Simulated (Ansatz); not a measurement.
**Ti2Ge5: relaxing cell and atoms, part 1 of 2**

Aim: in Ti2Ge5, a known structure type filled with other elements, at an estimated volume, relax cell and atoms, then read levels, charges and fields where it ends.

Computed, not measured: Ansatz 0.2.0, DFT, r2SCAN, no spin polarisation, plane waves, PAW.

### Step 1. The system as given

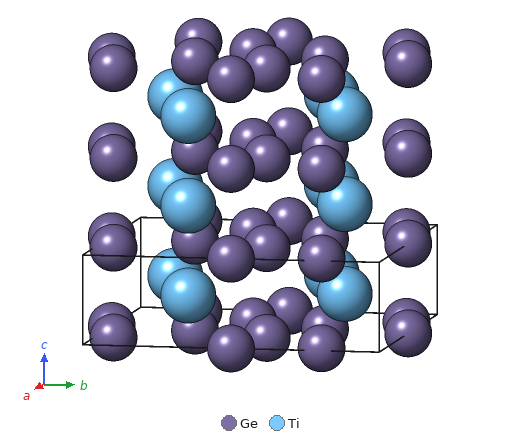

Viewed slightly off an axis; germanium purple, titanium blue. 1×1×3 cells are drawn.

Symmetry: P4/mbm, No. 127, tetragonal system. The conventional cell has a = 8.965 Å, b = 8.965 Å, c = 2.687 Å, α = 90.00°, β = 90.00°, γ = 90.00°. Around Ge (site symmetry mmm) lie 4 Ti at 2.64 Å and 6 Ge at 2.69 Å. Ti (site symmetry m2m) is surrounded by 10 Ge at 2.64 to 2.75 Å and 2 Ti at 2.69 Å. Ge (site symmetry m) is surrounded by 4 Ti at 2.68 to 2.75 Å and 6 Ge at 2.69 to 2.91 Å.

The coordinates stand in the input below.

It starts from an earlier solution of the starting cell (checkpoint.read).

### Step 2. The walk to rest

input.yaml reads:

```yaml
crystal:
  lattice:
    - [8.965168, 0.0, 0.0]
    - [0.0, 8.965168, 0.0]
    - [0.0, 0.0, 2.686548]
  atoms:
    - { symbol: Ge, position: [0.0, 0.5, 0.0] }
    - { symbol: Ge, position: [0.5, 0.0, 0.0] }
    - { symbol: Ti, position: [0.17917, 0.67917, 0.5] }
    - { symbol: Ti, position: [0.32083, 0.17917, 0.5] }
    - { symbol: Ti, position: [0.82083, 0.32083, 0.5] }
    - { symbol: Ti, position: [0.67917, 0.82083, 0.5] }
    - { symbol: Ge, position: [0.06336, 0.20674, 0.0] }
    - { symbol: Ge, position: [0.79326, 0.06336, 0.0] }
    - { symbol: Ge, position: [0.93664, 0.79326, 0.0] }
    - { symbol: Ge, position: [0.20674, 0.93664, 0.0] }
    - { symbol: Ge, position: [0.56336, 0.29326, 0.0] }
    - { symbol: Ge, position: [0.29326, 0.43664, 0.0] }
    - { symbol: Ge, position: [0.43664, 0.70674, 0.0] }
    - { symbol: Ge, position: [0.70674, 0.56336, 0.0] }
  symmetry: { tolerance: 0.0003 }
kpoints:
  mp_grid: { grid: [3, 3, 10], shift: [0, 0, 0] }
magnetization:
  spin_polarized: false
scf:
  occupations: { method: fermi_dirac }
  lower_state_search: "off"
hamiltonian:
  pseudopotentials: { kind: paw }
  xc: r2scan
basis:
  ecutwfc: 500
  fft_grid_basis: typed
relax:
  max_steps: 60
  cell: { p_target: 0.0 }
  f_tol: 0.03
output:
  forces: true
  stress: true
  eigenvalues: true
  bader: true
  populations: true
  elf: true
  write_potential: true
  volumetric_format: npy
  dos:
    e_range: [-12, 8]
    de: 0.05
    projected: { site_lists: { Ge: [Ge], Ti: [Ti] } }
  write_density: true
checkpoint:
  read: saved_state
```

On the command line:

```console
$ ansatz run input.yaml --threads 2 --pin off --max-ram 2560MiB --backend cpu --events-out ev --progress --plain --runs-dir out
```

Output, shortened:

```text
Warning: RAYON_NUM_THREADS=2 ignored (pool sized by the plan → 2); use --threads N
[...]
Pseudopotentials: kind: paw
Pseudopotential: Ge, paw, valence charge 14, recommended cutoff 500 eV (meta_gga), Ge.paw.azcp
Pseudopotential: Ti, paw, valence charge 12, recommended cutoff 500 eV (meta_gga), Ti.paw.azcp
Functional definition: r2SCAN
[...]
Crystal: 14 atoms, lattice volume = 215.929 Å³
Basis set: ecut = 500 eV, 5437 PW (Γ), exchange–correlation on 288×288×80 points (64 copies of the dense FFT grid, shifted against one another)
Bands: 113, of which v1, the nominal top of the filled ones, is band 94 counted from 1 (93 counted from 0)
Symmetry: 16 space group operations
Space group: P4/mbm (ITA 127), of the structure as read, at distance tolerance 1.8e-3 Å
k-points: 18 of 90
[...]
SCF iter   1: F=-53048.225384 eV  HF=-53048.213564 eV  |F-HF|=1.18e-2  |Δ(HF+E_count)|=         —  Δρ=1.87e-3  dr2=3.86e-3  dr2_τ=1.22e-2  ethr=2.07e-6  ⟨swp⟩=2.1  Hψ=11051  notcnv=0
[...]
relax step   1: F+E_penalty+E_count = -53048.22698665 eV  Δ(F+E_penalty+E_count) = +0.000e0 eV  max|allowed force component| = 1.571e-1 eV/Å  Δτ_max = 0.0000 Å  P = +11.473 GPa  Ω = 215.929 Å³  (8 SCF iters, dr2 threshold 1.00e-7 eV, accepted)
[...]
relax step   4: F+E_penalty+E_count = -53048.91683312 eV  Δ(F+E_penalty+E_count) = -4.541e-3 eV  max|allowed force component| = 7.116e-3 eV/Å  Δτ_max = 0.0152 Å  P = +0.036 GPa  Ω = 236.804 Å³  energy of the carried Pulay correction = -9.488e-3 eV  (8 SCF iters, dr2 threshold 7.21e-7 eV, accepted)
[...]
relax step   5: F+E_penalty+E_count = -53048.91686318 eV  Δ(F+E_penalty+E_count) = -3.006e-5 eV  max|allowed force component| = 1.434e-3 eV/Å  Δτ_max = 0.0022 Å  P = +0.001 GPa  Ω = 236.936 Å³  energy of the carried Pulay correction = -9.545e-3 eV  (8 SCF iters, dr2 threshold 8.13e-9 eV, accepted)
```

### Step 3. The log goes on

Output, continued:

```text
Basis set: ecut = 500 eV, 5951 PW (Γ), exchange–correlation on 288×288×96 points (64 copies of the dense FFT grid, shifted against one another)
Initial wavefunctions: pseudopotential atomic-orbital guess (no wavefunctions were taken with the density)
iter 1 solved again at ethr=8.59e-9 eV; its pass at ethr=3.10e-3 eV (dr2=1.62e-5 eV) is discarded
SCF iter   1: F=-53048.928309 eV  HF=-53048.925982 eV  |F-HF|=2.33e-3  |Δ(HF+E_count)|=         —  Δρ=3.90e-4  dr2=1.27e-5  dr2_τ=6.86e-5  ethr=8.59e-9  ⟨swp⟩=3.7  Hψ=13184  notcnv=0
preconditioner: auto → Kerker (q_TF=auto, 2.625 Å⁻¹)  [metal: Δε(μ)=0.087 eV  Ē_g=19.966 eV  σ=0.100 eV  W_gap=0.21  n_scr=62 (ndim 8)  ℏωp=30.1 eV  f_vac=0.003  D(μ)=5.99/eV (n_scr^D=28)]
SCF iter   2: F=-53048.928320 eV  HF=-53048.927690 eV  |F-HF|=6.30e-4  |Δ(HF+E_count)|=   1.71e-3  Δρ=2.07e-4  dr2=7.48e-6  dr2_τ=1.68e-5  ethr=6.75e-9  ⟨swp⟩=2.0  Hψ=3677  notcnv=0
SCF iter   3: F=-53048.928322 eV  HF=-53048.928279 eV  |F-HF|=4.30e-5  |Δ(HF+E_count)|=   5.89e-4  Δρ=5.73e-5  dr2=8.22e-7  dr2_τ=1.23e-6  ethr=3.98e-9  ⟨swp⟩=2.0  Hψ=2550  notcnv=0
SCF iter   4: F=-53048.928322 eV  HF=-53048.928321 eV  |F-HF|=8.83e-7  |Δ(HF+E_count)|=   4.23e-5  Δρ=9.29e-6  dr2=1.10e-7  dr2_τ=2.46e-8  ethr=4.37e-10  ⟨swp⟩=2.0  Hψ=3663  notcnv=0
SCF iter   5: F=-53048.928322 eV  HF=-53048.928322 eV  |F-HF|=2.95e-8  |Δ(HF+E_count)|=   9.44e-7  Δρ=3.84e-6  dr2=4.06e-8  dr2_τ=3.80e-9  ethr=5.84e-11  ⟨swp⟩=2.0  Hψ=3705  notcnv=0
SCF iter   6: F=-53048.928322 eV  HF=-53048.928322 eV  |F-HF|=4.12e-9  |Δ(HF+E_count)|=   2.84e-9  Δρ=7.79e-7  dr2=1.15e-9  dr2_τ=1.39e-10  ethr=2.16e-11  ⟨swp⟩=2.0  Hψ=3674  notcnv=0
SCF iter   7: F=-53048.928322 eV  HF=-53048.928322 eV  |F-HF|=1.89e-10  |Δ(HF+E_count)|=   4.55e-9  Δρ=2.53e-7  dr2=3.54e-10  dr2_τ=1.05e-11  ethr=1.00e-12  ⟨swp⟩=2.3  Hψ=3543  notcnv=0
SCF iter   8: F=-53048.928322 eV  HF=-53048.928322 eV  |F-HF|=2.91e-11  |Δ(HF+E_count)|=  2.91e-11  Δρ=8.36e-8  dr2=3.75e-11  dr2_τ=7.33e-13  ethr=1.00e-12  ⟨swp⟩=6.1  Hψ=8045  notcnv=0
SCF 6 converged in 8 iterations: F = -53048.928322 eV  dr2 = 3.75e-11
relax step   6: F+E_penalty+E_count = -53048.92832235 eV  Δ(F+E_penalty+E_count) = -1.146e-2 eV  max|allowed force component| = 1.477e-3 eV/Å  Δτ_max = 0.0000 Å  P = +0.025 GPa  Ω = 236.936 Å³  stress off target by 2.73e-2 GPa  SCF on the basis re-selected at this cell (its energy is not comparable with the rows above)  (8 SCF iters)
basis re-selected at this cell: Δ(F+E_penalty+E_count) = -1.146e-2 eV, ΔP = +0.024 GPa vs the last step (what re-selecting the basis moved, of the pressure what is left beyond the Pulay correction that the steps carried, after the strain that the cell walked since its last selection, with what the two solves' SCF thresholds leave and, on support functions, any second-order correction that the steps lacked; it is no measure of the basis error at this ecutwfc). The dense FFT grid was sized anew with the basis: this SCF ran on 72×72×24 points, the steps before it on 72×72×20, so part of this shift can come from that change (see relax.cell in the input reference). This SCF's stress stands 2.73e-2 GPa from its target on what of the cell is left free (relax.cell.stress_tol is 5.00e-2 GPa) and its largest allowed force component is 1.48e-3 eV/Å (relax.f_tol is 3.00e-2 eV/Å): within both
SCF converged after 8 iterations
Free energy (F): -53048.928322 eV
Harris-Foulkes:  -53048.928322 eV  (|F-HF|=2.91e-11)
Internal energy: -53048.725595 eV  (E = F + TS)
E sigma→0 (E₀):  -53048.826959 eV
Entropy (-TS):   -0.202727 eV (-14.481 meV/atom)
Fermi energy:    13.245842 eV
--- Per-component energies (eV) ---
  E_band       = -1669.309354
  E_kinetic    = 2213.295232
  E_local      = -24347.708827  (includes V_loc(G=0)·N_el)
  E_nonlocal   = 4222.804622
  E_hartree    = 10674.226989
  E_xc         = -1071.089680
  E_vxc        = -1223.725286  (∫ρ·V_xc dr)
  E_paw        = -24558.918528  (= ΣΔE_a)
  E_vpaw       = -3958.407505  (= ΣTr[D̂ρ^β])
  E_aug_tail   = 0.000517  (compensation charges beyond the density's cutoff)
  E_vtau       = 75.977984  (kinetic-family band-sum trace: ∫τ·v_τ [+ j·A + Jᵃ·Aᵃ] dr)
  E_ewald      = -20169.464434
  E_core_change = -11.871486  (= ΣΔE_core)
  E_smearing   = -0.202727  (= −TS)
  E_closure    = 0.000000  (closes the sum)
  Σ components = -53048.928322   (vs F -53048.928322, Δ=0.00e0)
--- Forces (eV/Å), atoms counted from 1 ---
  atom   1  Ge     0.00000000     0.00000000     0.00000000
  atom   2  Ge     0.00000000     0.00000000     0.00000000
  atom   3  Ti     0.00147702     0.00147702     0.00000000
  atom   4  Ti    -0.00147702     0.00147702     0.00000000
  atom   5  Ti    -0.00147702    -0.00147702     0.00000000
  atom   6  Ti     0.00147702    -0.00147702     0.00000000
  atom   7  Ge    -0.00032168    -0.00037691     0.00000000
  atom   8  Ge     0.00037691    -0.00032168     0.00000000
  atom   9  Ge     0.00032168     0.00037691     0.00000000
  atom  10  Ge    -0.00037691     0.00032168     0.00000000
  atom  11  Ge    -0.00032168     0.00037691     0.00000000
  atom  12  Ge     0.00037691     0.00032168     0.00000000
  atom  13  Ge     0.00032168    -0.00037691     0.00000000
  atom  14  Ge    -0.00037691    -0.00032168     0.00000000
  max |Σ_I F_I| component: 6.51e-19 eV/Å
--- Stress (GPa, compression-positive) ---
        0.027265       0.000000       0.000000
        0.000000       0.027265       0.000000
        0.000000       0.000000       0.020659
  P = ⅓ Tr σ = 0.0251 GPa (0.251 kbar)
--- Band table (eV; the first three rows and the last of 18) ---
  k-point 0: bands = ["-46.3861", "-46.3859", "-46.3859", "-46.3859", "-21.7288", "-21.7260", "-21.7260", "-21.7230", "-21.6925", "-21.6893", "-21.6873", "-21.6873", "-21.1570", "-21.1569", "-21.1569", "-21.1563", "-12.4481", "-12.4286", "-12.4154", "-12.4032", "-12.4032", "-12.3990", "-12.3869", "-12.3869", "-12.3633", "-12.3620", "-12.3270", "-12.3192", "-12.3116", "-12.2956", "-12.2884", "-12.2884", "-12.2778", "-12.2778", "-12.2725", "-12.2724", "-12.2711", "-12.2711", "-12.2679", "-12.2628", "-12.2584", "-12.2584", "-12.2521", "-12.2494", "-12.2494", "-12.2466", "-12.2466", "-12.2434", "-12.2319", "-12.2288", "-12.2244", "-12.2244", "-12.2219", "-12.2147", "-12.2109", "-12.2074", "-12.2046", "-12.2046", "-12.1990", "-12.1990", "-12.1985", "-12.1946", "-12.1889", "-12.1857", "-12.1857", "-12.1512", "-0.5397", "0.6444", "1.3271", "1.3271", "1.4385", "2.6131", "2.6131", "2.8258", "4.3192", "4.5592", "7.5099", "7.6432", "7.6432", "8.8067", "8.8898", "8.8898", "9.2507", "9.4737", "9.4737", "10.2822", "11.1690", "11.9428", "11.9428", "12.0269", "12.6528", "12.6564", "12.7091", "12.7091", "13.9259", "14.6963", "14.9639", "15.0370", "15.0864", "15.0864", "15.1737", "15.3205", "15.3205", "15.3283", "15.3355", "15.3355", "15.7896", "15.7896", "16.3735", "16.3904", "16.5663", "17.7684", "17.7684"]
  k-point 1: bands = ["-46.3783", "-46.3782", "-46.3782", "-46.3782", "-21.7210", "-21.7186", "-21.7186", "-21.7158", "-21.6846", "-21.6816", "-21.6799", "-21.6799", "-21.2190", "-21.2190", "-21.2190", "-21.2188", "-12.4348", "-12.4152", "-12.4018", "-12.3903", "-12.3876", "-12.3876", "-12.3706", "-12.3706", "-12.3539", "-12.3444", "-12.3170", "-12.3076", "-12.3056", "-12.2897", "-12.2870", "-12.2870", "-12.2863", "-12.2863", "-12.2804", "-12.2706", "-12.2689", "-12.2689", "-12.2679", "-12.2670", "-12.2655", "-12.2655", "-12.2583", "-12.2498", "-12.2469", "-12.2469", "-12.2435", "-12.2435", "-12.2308", "-12.2308", "-12.2292", "-12.2266", "-12.2232", "-12.2211", "-12.2180", "-12.2126", "-12.2126", "-12.2060", "-12.2054", "-12.2054", "-12.2012", "-12.1977", "-12.1959", "-12.1926", "-12.1926", "-12.1508", "-0.3324", "0.8292", "1.5243", "1.5243", "1.6210", "2.8033", "2.8033", "3.0109", "4.5240", "4.7544", "7.7248", "7.8359", "7.8359", "8.9642", "9.0066", "9.0066", "9.3083", "9.6428", "9.6428", "10.4514", "11.4070", "12.1187", "12.1187", "12.2422", "12.6962", "12.7878", "12.8479", "12.8479", "14.0021", "14.5007", "14.5651", "14.6224", "14.6224", "14.7065", "14.8515", "15.1209", "15.1209", "15.3310", "15.3713", "15.3713", "16.0549", "16.0549", "16.2485", "16.4075", "16.6897", "17.6029", "17.9993"]
  k-point 2: bands = ["-46.3579", "-46.3578", "-46.3578", "-46.3578", "-21.7005", "-21.6989", "-21.6989", "-21.6970", "-21.6638", "-21.6615", "-21.6604", "-21.6604", "-21.3801", "-21.3795", "-21.3795", "-21.3794", "-12.4043", "-12.3855", "-12.3752", "-12.3722", "-12.3508", "-12.3508", "-12.3398", "-12.3329", "-12.3329", "-12.3079", "-12.3079", "-12.3025", "-12.2999", "-12.2894", "-12.2876", "-12.2860", "-12.2852", "-12.2852", "-12.2813", "-12.2813", "-12.2773", "-12.2704", "-12.2674", "-12.2663", "-12.2638", "-12.2631", "-12.2631", "-12.2493", "-12.2486", "-12.2486", "-12.2448", "-12.2369", "-12.2369", "-12.2365", "-12.2336", "-12.2336", "-12.2300", "-12.2300", "-12.2229", "-12.2219", "-12.2219", "-12.2200", "-12.2178", "-12.2141", "-12.2114", "-12.2103", "-12.2103", "-12.2012", "-12.1952", "-12.1494", "0.2831", "1.3770", "2.1075", "2.1075", "2.1639", "3.3701", "3.3701", "3.5615", "5.1307", "5.3410", "8.3400", "8.3653", "8.3653", "9.2943", "9.2943", "9.4028", "9.4415", "10.1427", "10.1427", "10.9325", "11.6327", "12.3573", "12.3573", "12.4895", "12.6260", "13.1261", "13.1847", "13.1847", "13.3043", "13.3043", "13.7574", "13.7574", "14.3054", "14.3769", "14.6083", "14.6806", "14.9230", "14.9230", "15.1545", "15.1545", "15.3889", "16.1149", "16.3839", "16.3839", "16.6730", "16.6730", "16.6852"]
  k-point 17: bands = ["-46.3041", "-46.3041", "-46.3041", "-46.3041", "-21.7880", "-21.7873", "-21.7864", "-21.7861", "-21.6473", "-21.6471", "-21.6471", "-21.6469", "-21.6090", "-21.6090", "-21.6086", "-21.6085", "-12.3668", "-12.3661", "-12.3484", "-12.3478", "-12.3438", "-12.3428", "-12.3402", "-12.3382", "-12.3355", "-12.3292", "-12.3274", "-12.3218", "-12.3205", "-12.3074", "-12.3054", "-12.3029", "-12.2980", "-12.2949", "-12.2928", "-12.2913", "-12.2874", "-12.2830", "-12.2826", "-12.2748", "-12.2739", "-12.2696", "-12.2688", "-12.2639", "-12.2632", "-12.2586", "-12.2559", "-12.2552", "-12.2549", "-12.2461", "-12.2300", "-12.2224", "-12.2154", "-12.2129", "-12.1899", "-12.1883", "-12.1822", "-12.1734", "-12.1724", "-12.1666", "-12.1446", "-12.1410", "-12.1376", "-12.1317", "-12.1286", "-12.1257", "3.6622", "3.8554", "4.3335", "4.5054", "5.9194", "6.3841", "6.4220", "6.8311", "7.1217", "7.2197", "7.4326", "7.6408", "7.7740", "7.9788", "9.0952", "9.1519", "9.2819", "9.4394", "9.4930", "9.7106", "9.7584", "10.0532", "10.1226", "10.2665", "11.6159", "11.9838", "12.2299", "12.6730", "13.6197", "13.6264", "13.7299", "13.7453", "13.7498", "13.7731", "13.8615", "14.0158", "14.0496", "14.0984", "14.6850", "14.7128", "14.9370", "15.0839", "15.5476", "15.5984", "15.9520", "16.0548", "16.4458"]
--- Relaxed structure (5 steps of the walk, 5 accepted, 1 SCFs on fresh bases) ---
  F+E_penalty+E_count = -53048.92832235 eV   max|allowed force component| = 1.477e-3 eV/Å   (the final SCF, on the basis selected at the relaxed cell)
  cell:  # Å, volume = 236.9362 Å³
    - [9.280183057487122, 4.640821005992896e-33, 0.0]
    - [4.640821005992896e-33, 9.280183057487122, 0.0]
    - [0.0, 0.0, 2.7511759896411525]
  atoms:
    - { symbol: Ge, position: [6.737804535275522e-20, 0.5, 0.0] }
    - { symbol: Ge, position: [0.5, 7.990345121961487e-21, 0.0] }
    - { symbol: Ti, position: [0.18103150679268865, 0.6810315067926886, 0.5] }
    - { symbol: Ti, position: [0.3189684932073113, 0.18103150679268865, 0.5] }
    - { symbol: Ti, position: [0.8189684932073112, 0.3189684932073113, 0.5] }
    - { symbol: Ti, position: [0.6810315067926886, 0.8189684932073112, 0.5] }
    - { symbol: Ge, position: [0.06075594028027355, 0.2110612313256516, 0.0] }
    - { symbol: Ge, position: [0.7889387686743484, 0.06075594028027355, 0.0] }
    - { symbol: Ge, position: [0.9392440597197266, 0.7889387686743484, 0.0] }
    - { symbol: Ge, position: [0.2110612313256516, 0.9392440597197266, 0.0] }
    - { symbol: Ge, position: [0.5607559402802735, 0.2889387686743485, 0.0] }
    - { symbol: Ge, position: [0.2889387686743485, 0.43924405971972647, 0.0] }
    - { symbol: Ge, position: [0.43924405971972647, 0.7110612313256516, 0.0] }
    - { symbol: Ge, position: [0.7110612313256516, 0.5607559402802735, 0.0] }
--- Löwdin populations: 14 sites ---
  site symbol       q [e]
     0     Ge     14.1711
     1     Ge     14.1711
     2     Ti     11.4419
     3     Ti     11.4419
     4     Ti     11.4419
     5     Ti     11.4419
     6     Ge     14.1738
     7     Ge     14.1738
     8     Ge     14.1738
     9     Ge     14.1738
    10     Ge     14.1738
    11     Ge     14.1738
    12     Ge     14.1738
    13     Ge     14.1738
  spilling = 0.002657 (of n_electrons = 188.000000)
--- Bader charges: 14 sites ---
  site symbol  charge [e]  shift [e]
     0     Ge     -0.5322     0.0019
     1     Ge     -0.5322     0.0019
     2     Ti      1.1601     0.0049
     3     Ti      1.1601     0.0049
     4     Ti      1.1601     0.0049
     5     Ti      1.1601     0.0049
     6     Ge     -0.4470     0.0019
     7     Ge     -0.4470     0.0019
     8     Ge     -0.4470     0.0019
     9     Ge     -0.4470     0.0019
    10     Ge     -0.4470     0.0019
    11     Ge     -0.4470     0.0019
    12     Ge     -0.4470     0.0019
    13     Ge     -0.4470     0.0019
  estimated error of the sums over rays = 4.6e-4 e
```

It took 9.9 min on 2 threads of an Arm CPU, shared host; peak memory 1.4 GiB.

Relaxation path:

```tsv
step	energy from step 1 (eV/cell)	largest force component (eV/Å)	pressure (GPa)	volume (Å³)
1	0.0000	0.1571	11.47	215.93
2	-0.6498	0.1014	-1.92	240.86
3	-0.6853	0.0521	-0.31	237.26
4	-0.6898	0.0071	0.04	236.80
5	-0.6899	0.0014	0.00	236.94
6	-0.7013	0.0015	0.03	236.94
```

Step 1 is the start. Step 6 repeats the geometry before on a plane-wave basis chosen anew for that cell, so the energy can jump there without any move; the table keeps such jumps.

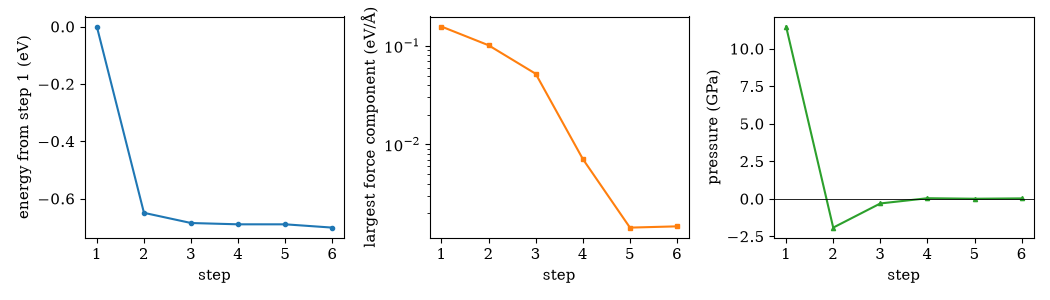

How energy and force, and the pressure, went from step to step.

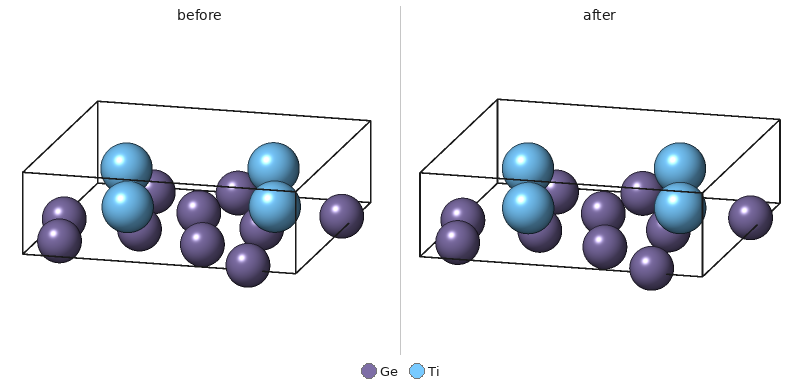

The structure before (left) and after (right), drawn at the same scale. Each atom of the cell is drawn once.

| input's cell | before | after | change |
| --- | --- | --- | --- |
| a (Å) | 8.965 | 9.280 | +3.5 % |
| b (Å) | 8.965 | 9.280 | +3.5 % |
| c (Å) | 2.687 | 2.751 | +2.4 % |
| volume (Å³/atom) | 15.42 | 16.92 | +9.7 % |

The largest move, 0.05 Å, apart from the change of the cell, is shared by several atoms, Ge9 among them.

(Continued in part 2 of 2.)
